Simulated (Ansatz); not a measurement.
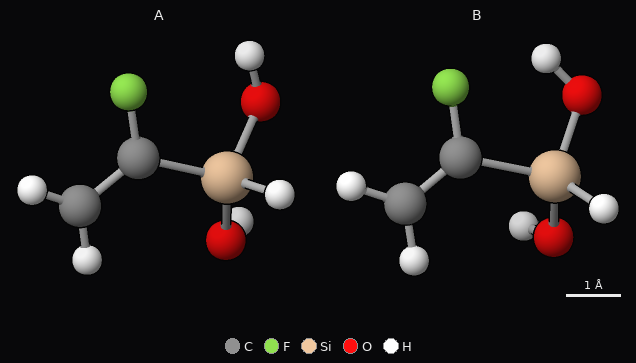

Two geometries of C₂H₅FO₂Si, drawn at one scale. One is the start of a relaxation, the other its converged end. Style: ball-and-stick. Shown from a free direction.

Method: RKS LDA/def2-SVP (Ansatz). Settings: no spin polarisation; force threshold 0.015 eV/Å; at most 40 steps.

Which one is relaxed?

Structure B is the relaxed one. The run prepares an end point of a later path (torsion) calculation, from a guessed geometry. Over 20 accepted moves (22 points after the start) the energy falls by 11.4 kcal/mol. Largest force component: 3.9 eV/Å at the start, 0.013 eV/Å at the end. The line search rejected the trial steps at points 9, 10 of the run. An H atom moves most after the best rigid fit: 0.63 Å. Largest moves by element: H 0.63 Å, O 0.35 Å, F 0.33 Å, Si 0.18 Å, C 0.15 Å. Near-neighbour distances that change, for instance: O–Si 1.729 → 1.657 Å, C–C 1.398 → 1.334 Å, C–H 1.041 → 1.104 Å, C–Si 1.821 → 1.882 Å. Among the angles between lasting bonds that change: O–Si–O 103.4° → 114.4°, O–Si–H 111.7° → 103.6°, C–Si–O 109.8° → 101.9°. Groups turn about O–Si by about 60°, O–Si by about 35°. Cost: 21 s on 2 threads of INTEL(R) XEON(R) PLATINUM 8581C CPU @ 2.30GHz (Emerald Rapids), with other jobs on the host, peak memory 0.19 GiB.
